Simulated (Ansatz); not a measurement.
# C2H5ClSi (SMILES [SiH3]C=CCl): what the fields show

```yaml
atoms:
  - { symbol: Si, position_ang: [-0.9485, 0.3351, 0.8567] }
  - { symbol: C, position_ang: [0.2293, -0.7124, -0.1815] }
  - { symbol: C, position_ang: [1.1402, -0.2419, -1.0363] }
  - { symbol: Cl, position_ang: [1.3826, 1.4733, -1.3280] }
  - { symbol: H, position_ang: [-1.8313, 1.1634, -0.0199] }
  - { symbol: H, position_ang: [-1.7926, -0.5945, 1.6687] }
  - { symbol: H, position_ang: [-0.1859, 1.2361, 1.7735] }
  - { symbol: H, position_ang: [0.1869, -1.8053, -0.0985] }
  - { symbol: H, position_ang: [1.8191, -0.8538, -1.6347] }
```

Level of theory: Ansatz, RKS B3LYP-D4/cc-pVDZ.

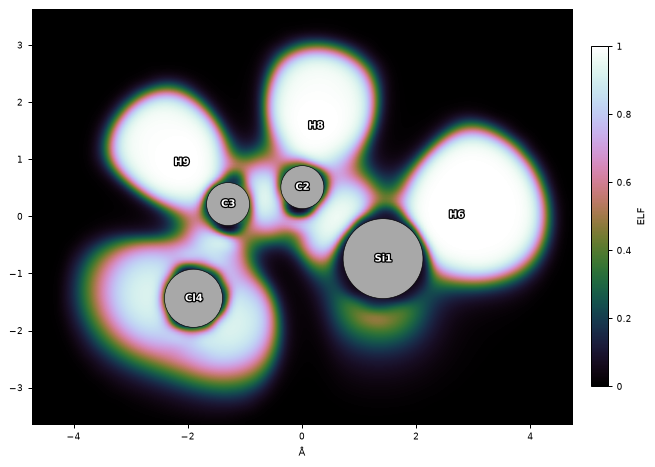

Figure 1. ELF on the plane of atoms C2, C3 and H9. Grey discs cover the atomic cores.

Question: What do the fields say about this system?

Answer: The plane passes through Si, C, Cl and H nuclei.
C–C (1.33 Å): the ELF peaks at about 0.95 between the atoms (a short, multiple covalent bond).
C–Cl (1.76 Å): the ELF peaks at about 0.90 between the atoms; a shared electron pair.
C–Si (1.89 Å): the ELF peaks at about 0.95 between the atoms: a shared electron pair.
C–H (1.09 Å): the ELF climbs to about 1 towards the hydrogen, as it does in any bond to H; a covalent bond by its length.
Si–H (1.50 Å): the ELF climbs to about 1 towards the hydrogen.
The ELF also peaks beside Cl4, away from the bonds: lone-pair regions.

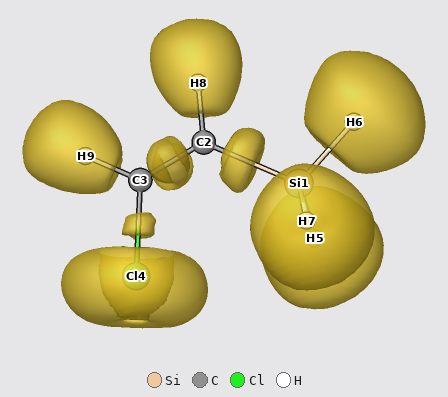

Figure 2. Isosurface of the electron localisation function at 0.8 (yellow), seen across its widest extent. Core shells and regions of very low density are left out.

Question: Where are the electrons localised?

Answer: The ELF exceeds this value in one region between bonded C–C atoms (shared pairs), one region between bonded C–Cl atoms (shared pairs), one region between bonded C–Si atoms (shared pairs), five regions around hydrogen nuclei and one ring or bowl of non-bonding electrons around Cl.

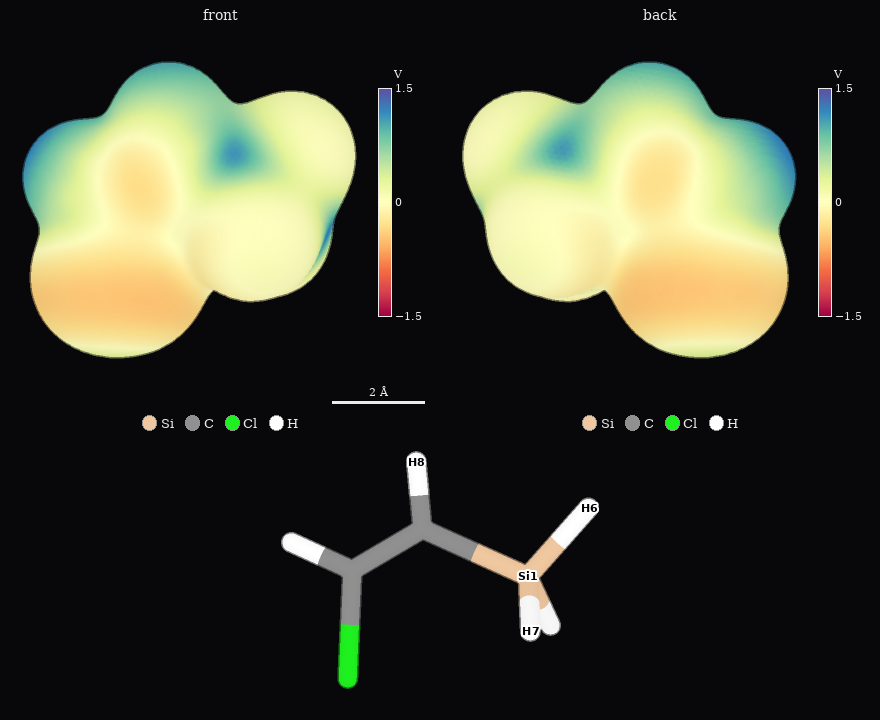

Figure 3. The molecular electrostatic potential painted on the density surface at 0.002 e/bohr³, seen from the front and from behind; the colour scale runs from red (negative) to blue (positive). The bare structure is drawn below in the same view.

Question: Where is the surface potential most negative and most positive?

Answer: The most negative region (about −0.5 V) lies over Cl4, the most positive (about +1.2 V) over Si1 and H9. Cl4 shows a σ-hole: about +0.4 V at the tip opposite its bond, against about −0.3 V on its flanks.
